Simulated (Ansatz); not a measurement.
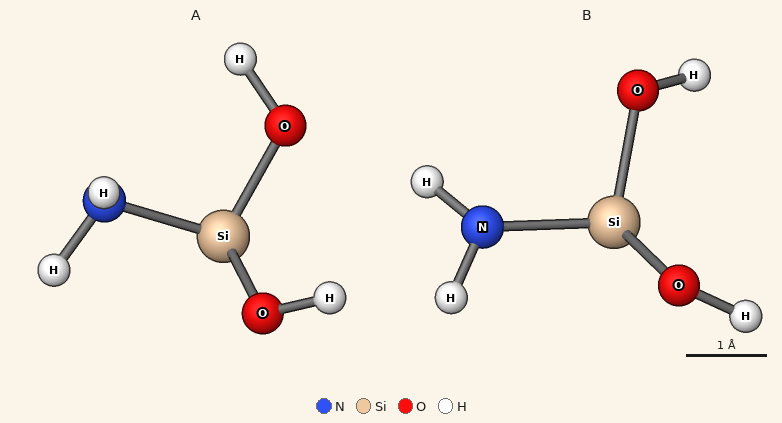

Two geometries of SiNH₄O₂ (multiplicity 2) (coarse preliminary run), drawn at one scale. One is the start of a relaxation, the other its converged end. A ball-and-stick model, seen at a tilt.

These are results of UKS PBE-D4/def2-SVP (Ansatz 0.2.0), not measurements. Settings: force threshold 0.03 eV/Å; at most 200 steps.

### Which of the two is the end point?

Structure B is the relaxed one. The start comes from a force field. The atom that moves furthest after the best rigid fit is an H atom (1.47 Å). By element the largest moves are H 1.47 Å, O 0.67 Å, N 0.51 Å, Si 0.40 Å. Near-neighbour distances that change, for instance: O–Si 1.575 → 1.693 Å, N–Si 1.649 → 1.733 Å, O–Si 1.616 → 1.693 Å, H–N 1.084 → 1.022 Å. Bond angles that change, for instance: Si–N–H 106.5° → 119.3°, H–N–H 99.9° → 111.8°, O–Si–O 105.7° → 115.8°. Groups turn about O–Si by about 125°, O–Si by about 75°. The energy falls by 1.158 eV in 27 accepted moves (35 points after the start). Largest force component: 5.2 eV/Å at the start, 0.016 eV/Å at the end. The line search rejected the trial steps at points 4, 8, 12, 20, 22, 25, 32, 33 of the run.
